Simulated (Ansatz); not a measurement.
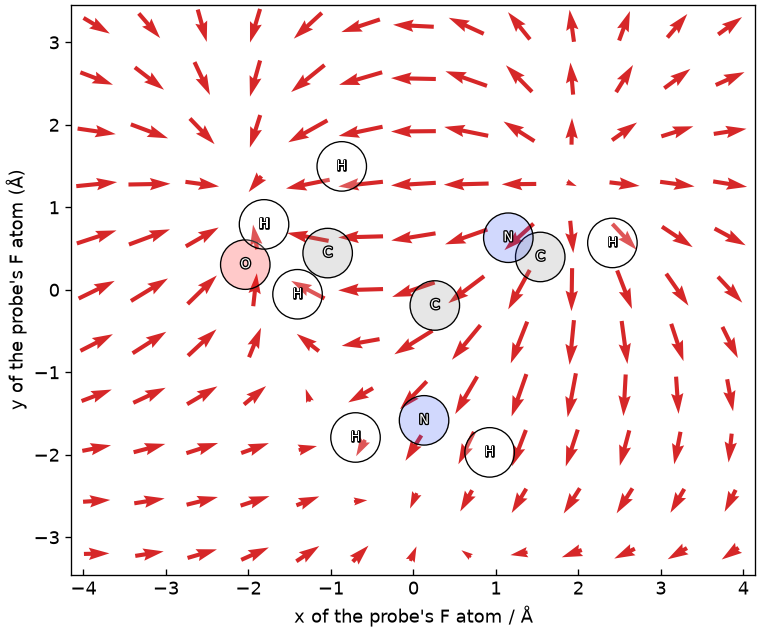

C₃H₆N₂O (SMILES NC1(CO)C=N1) with the probe F-. 
- The probe is moved over a plane parallel to the molecule's main plane, 4.25 Å above it.
- Coordinates scanned: (1) x of the probe's F atom; (2) y of the probe's F atom.
- Nothing is relaxed (molecule and probe rigid).
- The scan uses a 13 × 11 grid.
- Points are written as (first, second).
- All numbers below come from RHF/def2-SVPD in Ansatz 0.2.0.

The picture shows arrows along the force (downhill), their lengths compressed, labelled circles for the molecule's atoms, projected on the plane.

The arrows alone are given. Where are the wells?

Answer. The arrows converge at about (−2.00 Å, 1.09 Å); about (0.05 Å, −2.93 Å) (0.073 eV up) (read from the interpolated surface).

The energy map of the same scan:

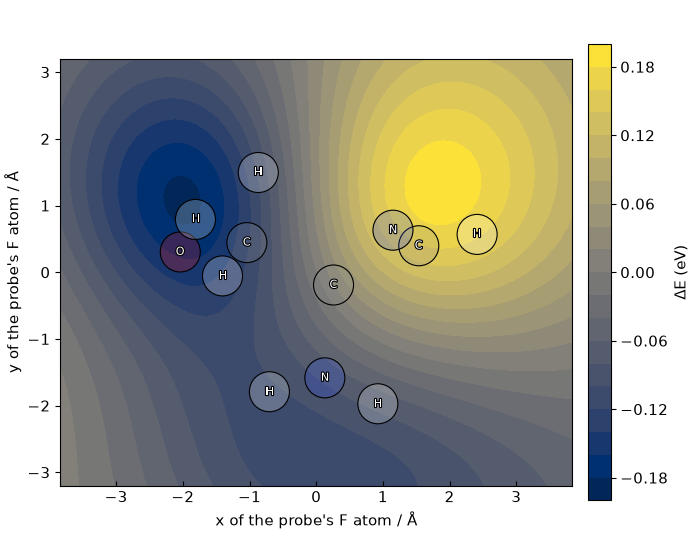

Energies are in eV, from molecule and probe far apart, each relaxed in its own basis (no counterpoise correction); between grid points the surface is interpolated.
